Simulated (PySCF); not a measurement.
Vertical excitations of a molecule FH₆NOSi₂ from TDDFT-B3LYP/def2-SVPD (PySCF), as energy in eV (oscillator strength): 5.73 (0.020), 6.12 (0.010), 6.31 (0.043), 6.87 (0.040), 6.94 (0.007), 7.18 (0.045), 7.35 (0.003), 7.54 (0.057), 7.63 (0.018), 7.71 (0.041). Lowest triplet (TDA): 5.17 eV. Geometry optimised at PBE-D3(BJ)/def2-SVP. Other conformers were not sampled.

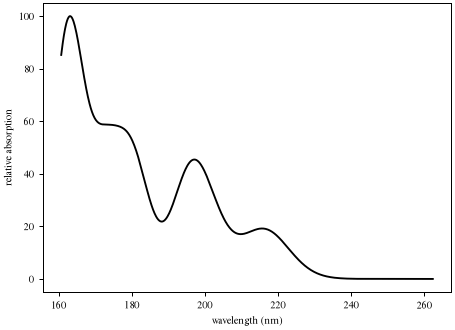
Figure. The lines broadened by 0.4 eV.

Task: Which molecule gave these data?
(A) N[Si@@H](O)[SiH2]F
(B) O[SiH2]N[SiH2]F
(C) N[SiH2]O[SiH2]F
(D) N[SiH2][Si@@H](O)F

Result: A, N[Si@@H](O)[SiH2]F
